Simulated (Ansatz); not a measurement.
**CH₂GeN (SMILES [N-]=[C]=[GeH2]) (charge −1): density, localisation and related maps**

Input file:

```
crystal:
  periodic: [false, false, false]
  atoms:
    - {symbol: C, position_ang: [-0.097095, -0.408320, -1.087763]}
    - {symbol: Ge, position_ang: [-0.470011, 1.172530, 0.095034]}
    - {symbol: N, position_ang: [0.013809, -1.255826, -1.889864]}
    - {symbol: H, position_ang: [-0.702231, 0.240427, 1.372391]}
    - {symbol: H, position_ang: [1.081019, 1.368189, 0.427313]}
basis:
  gaussian:
    orbitals: def2-TZVPD
total_charge: -1
hamiltonian:
  xc: {name: PBE0}
output: {forces: true, orbitals: {seedname: orbitals}}
```

Command:

```sh
ansatz run input.yaml --threads 2 --pin off --max-ram 4350MiB --events-out events.jsonl --progress --plain --runs-dir runs
```

Geometry: r2SCAN-D4/def2-SVPD.

Theory: Ansatz, isolated molecule in a Gaussian basis; Kohn-Sham density functional theory, functional PBE0.

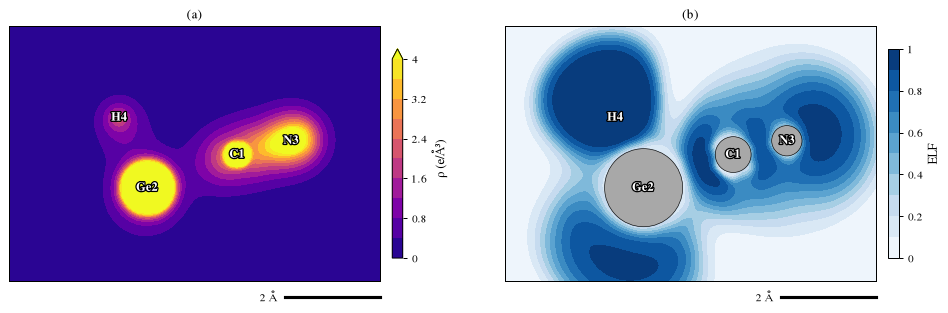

Figure 1. (a) total electron density; (b) ELF on the plane of atoms C1, Ge2 and H4. Grey discs cover the atomic cores in the ELF map.

Q: Read the bonding off the picture.

A:
- The plane passes through C, Ge, N and H nuclei.
- C–N (1.17 Å): the density is about 3.6 e/Å³ at the midpoint; the ELF peaks at about 0.85 between the atoms (a multiple bond).
- C–Ge (2.01 Å): ρ at the midpoint is about 0.7 e/Å³; the ELF peaks at about 0.95 in the valence shell of C, 0.7 Å from its nucleus, and is about 0.60 at the midpoint.
- Ge–H (1.60 Å): ρ is about 0.89 e/Å³ halfway; the ELF climbs to about 1 towards the hydrogen.
- The ELF also peaks beside N3, away from the bonds: lone-pair regions.

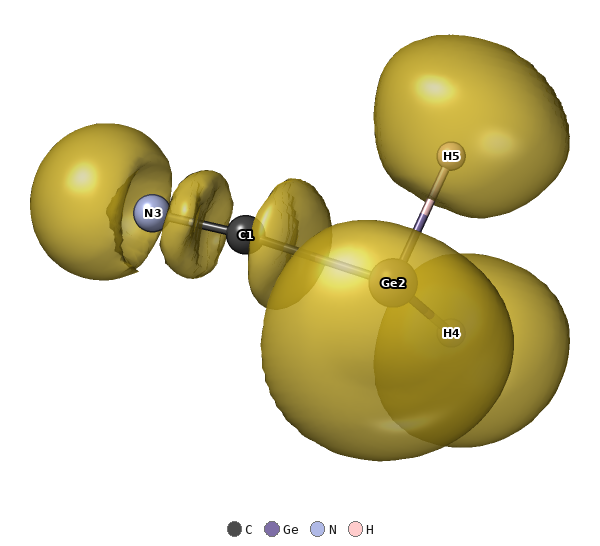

Figure 2. Isosurface of the electron localisation function at 0.8 (yellow), seen at a tilt. Only the valence region is drawn (cores and ρ < 0.01 e/Å³ removed).

Q: Identify the bonds, lone pairs and shells in this picture.

A: The ELF exceeds this value in one region between bonded C–N atoms (shared pairs), two regions around hydrogen nuclei, one lobe of the valence shell of C pointing towards Ge (polar bonds), one lobe on Ge, pointing away from the bonds (lone pairs) and one lobe on N, pointing away from the bonds (lone pairs).

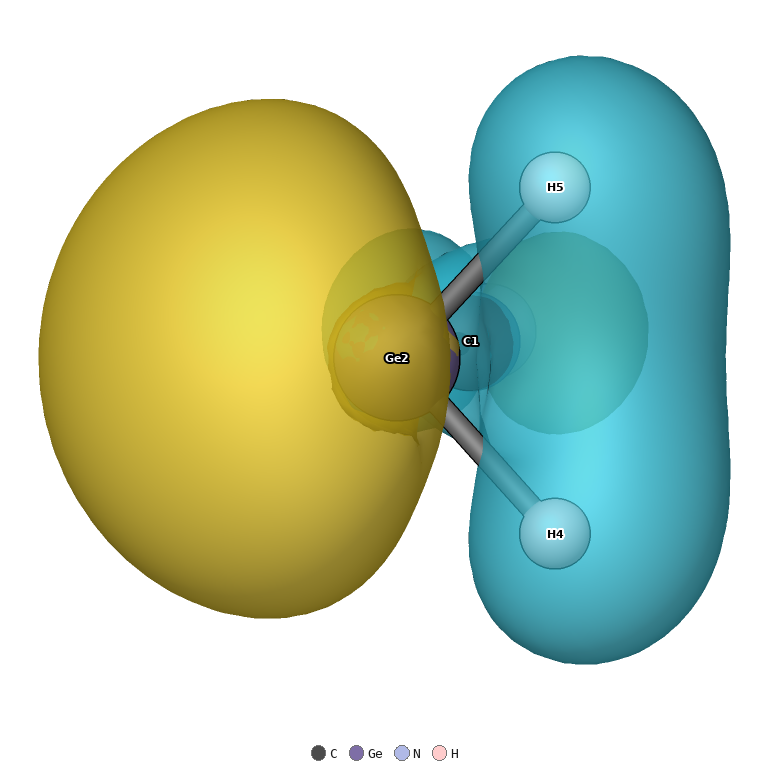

Figure 3. The HOMO at ±0.08 Å⁻³ᐟ² (yellow and cyan are the two phases), seen at an oblique angle.

Q: Where does this orbital lie, and at what energy?

A: Its weight (Hirshfeld) is mainly on Ge2 (about 70 %), H4 (about 10 %) and H5 (about 10 %). Its energy is −1.10 eV.
